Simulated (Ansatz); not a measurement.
The parent structure is SnTe in the rock salt structure (space group Fm-3m, No. 225; a = 6.3712 Å). Axes: x, y, z lie along the cube axes.

Structures relaxed with Ansatz (a first-principles code) r2SCAN, no SOC, earlier PAW set.

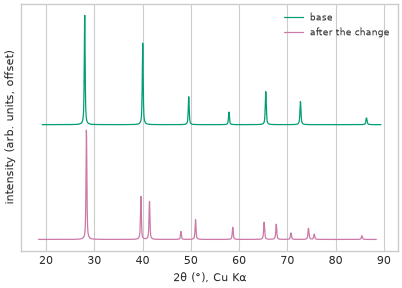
Figure: Simulated powder patterns before (top) and after one change

**Question.** Which change produced these results?
A) biaxial strain −3.24 %, plane normal [111], relaxed out of plane
B) uniaxial strain ε_yy = −0.85 %
C) isotropic strain +2.01 %
D) uniaxial stress, 1 GPa compression along z

**Answer.** A, biaxial strain −3.24 %, plane normal [111], relaxed out of plane. Its volume per atom is 31.23 Å³ against 32.33 Å³, and its space group is R-3m (No. 166).

Stability under load was not tested beyond the relaxation. The final runs are not spin-polarised.
